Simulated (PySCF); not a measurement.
## Excited-state calculation, with input and output: CH$_{10}$Ge$_{2}$N$_{2}$

The run: excited-state calculation of CH$_{10}$Ge$_{2}$N$_{2}$, SMILES C[NH][GeH2][NH][GeH3]. Method and program: TDDFT CAM-B3LYP/def2-SVPD, vertical, gas phase, core orbitals frozen in the response (PySCF 2.14.0).

The geometry comes from this level: GFN2-xTB.

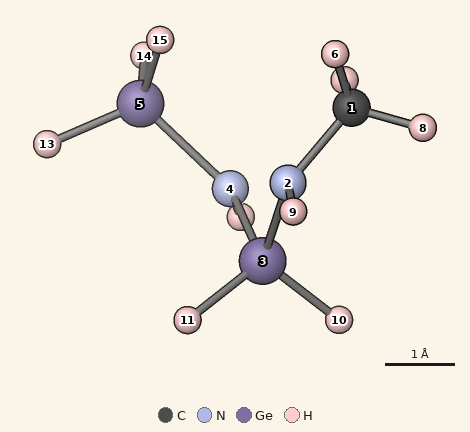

The input geometry (ball-and-stick view, seen at a tilt; atoms are numbered from 1 in the order of the input). Sticks mark near contacts. Bond lengths as drawn: C–H 1.09 to 1.10 Å, C–N 1.45 Å, Ge–H 1.49 to 1.52 Å, Ge–N 1.81 to 1.82 Å and H–N 1.01 Å.

The input:
```
{"job": {"kind": "uv", "xc": "CAM-B3LYP", "basis": "def2-SVPD", "nstates": 8, "ntriplets": 3}, "charge": 0, "multiplicity": 1}
C     -1.916326    -0.780488     0.324024
N     -1.151796     0.136582     1.152117
Ge    -0.110793     1.439892     0.459232
N      0.974757     0.592937    -0.730907
Ge     2.048018    -0.816682    -0.333749
H     -2.097044    -1.710360     0.868119
H     -1.329241    -1.007309    -0.565461
H     -2.881951    -0.372176     0.006553
H     -1.668926     0.388783     1.983743
H     -0.765594     2.540485    -0.361817
H      0.582809     2.026889     1.664055
H      1.315694     1.181833    -1.475486
H      3.148781    -0.467649     0.630582
H      2.647292    -1.256636    -1.636601
H      1.199906    -1.888113     0.259820
```

The first line tells a small driver script what to run in PySCF; the rest is the geometry in Å.

Run as:
```bash
OMP_NUM_THREADS=1 python <driver script> task.json out
```

The program's output:
```
coarse grid: 54976 points
cycle   1  E = -4307.0947118211  dE = -8.746e-01  |g| = 7.406e-01  |ddm| = 4.960e+00
cycle   2  E = -4307.0562587832  dE =  3.845e-02  |g| = 8.761e-01  |ddm| = 1.969e+00
cycle   3  E = -4307.1790287355  dE = -1.228e-01  |g| = 7.742e-02  |ddm| = 1.018e+00
cycle   4  E = -4307.1801338149  dE = -1.105e-03  |g| = 3.457e-02  |ddm| = 1.268e-01
cycle   5  E = -4307.1803352178  dE = -2.014e-04  |g| = 4.875e-03  |ddm| = 4.193e-02
cycle   6  E = -4307.1803392772  dE = -4.059e-06  |g| = 2.949e-03  |ddm| = 1.171e-02
final grid: 112992 points
cycle   7  E = -4307.1803122784  dE =  1.372e-06  |g| = 4.000e-03  |ddm| = 1.177e-02
cycle   8  E = -4307.1803093753  dE =  2.903e-06  |g| = 5.452e-03  |ddm| = 1.023e-02
cycle   9  E = -4307.1803156410  dE = -6.266e-06  |g| = 1.332e-04  |ddm| = 6.259e-03
cycle  10  E = -4307.1803156446  dE = -3.585e-09  |g| = 2.891e-05  |ddm| = 2.506e-04
cycle  11  E = -4307.1803156450  dE = -3.356e-10  |g| = 1.306e-05  |ddm| = 1.766e-04
```

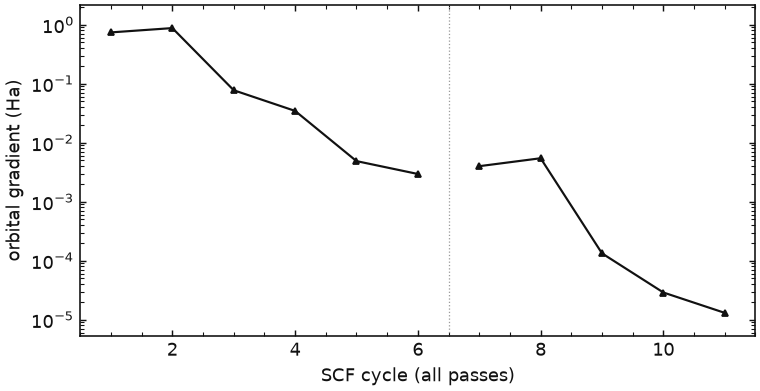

Convergence of the self-consistent field: orbital gradient against the SCF cycle. The dotted line marks the change from a coarse to the final integration grid. The first 6 cycles use a coarse grid, the final grid takes over at cycle 7, and the field converges after 11 cycles in all.

```
converged SCF energy = -4307.1803156450

Static polarisability (au): isotropic 87.296, principal 78.754 88.087 95.048

Singlet excitations
state   eV       nm        f      main configurations
  1   5.9516    208.3   0.00494   H->L+1 0.55, H->L+2 0.20, H->L 0.14
  2   6.1174    202.7   0.00425   H-1->L 0.75, H-1->L+1 0.15
  3   6.4307    192.8   0.02478   H->L 0.63, H->L+1 0.19
  4   6.9504    178.4   0.03572   H-1->L+1 0.67, H-1->L 0.15, H-1->L+4 0.10
  5   7.0367    176.2   0.04469   H->L+3 0.75
  6   7.1122    174.3   0.01597   H-1->L+2 0.45, H-1->L+3 0.14, H->L+2 0.12
  7   7.1973    172.3   0.04216   H->L+4 0.54, H-1->L+2 0.13, H->L+2 0.11
  8   7.3641    168.4   0.00934   H->L+2 0.26, H-1->L+3 0.23, H->L+4 0.13

Triplet excitations (Tamm-Dancoff, eV): 5.6522 5.7371 6.1637
```

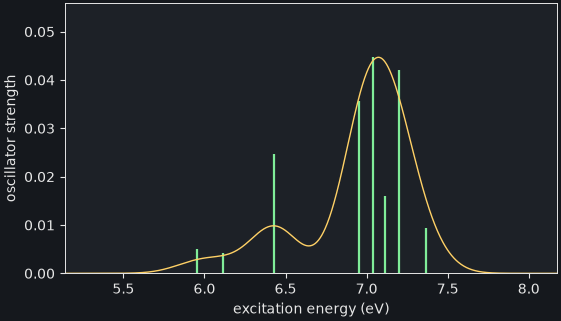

Computed excitations as sticks (degenerate states added up, dark ones marked on the axis), with a Gaussian envelope of 0.35 eV full width at half maximum, scaled to the tallest. Of the 8 states the lowest lies at 5.95 eV (f = 0.005); the strongest line is at 7.04 eV, or 176 nm (f = 0.045).

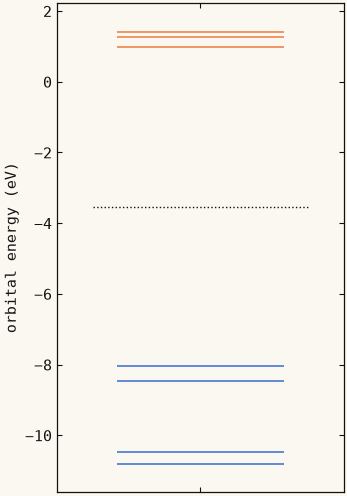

Orbital energies near the frontier; the dotted line parts filled from empty levels, and levels within 0.02 eV of each other stand side by side. Highest filled −8.03 eV, lowest empty 0.98 eV, 9.01 eV apart.

Summary:

```json
{"quantity": "outcome", "value": "converged"}
{"quantity": "total energy", "value": "−4307.180316 hartree"}
{"quantity": "HOMO", "value": "−8.03 eV"}
{"quantity": "LUMO", "value": "0.98 eV"}
{"quantity": "dipole moment", "value": "0.75 D"}
{"quantity": "mean polarisability", "value": "87.30 a.u."}
{"quantity": "lowest singlet excitation", "value": "5.95 eV"}
{"quantity": "hardware", "value": "1 CPU thread, shared host"}
{"quantity": "wall time", "value": "46 s"}
{"quantity": "peak memory", "value": "0.99 GiB"}
```

Notes:

Spin–orbit coupling is left out, which matters for the heavy atoms.
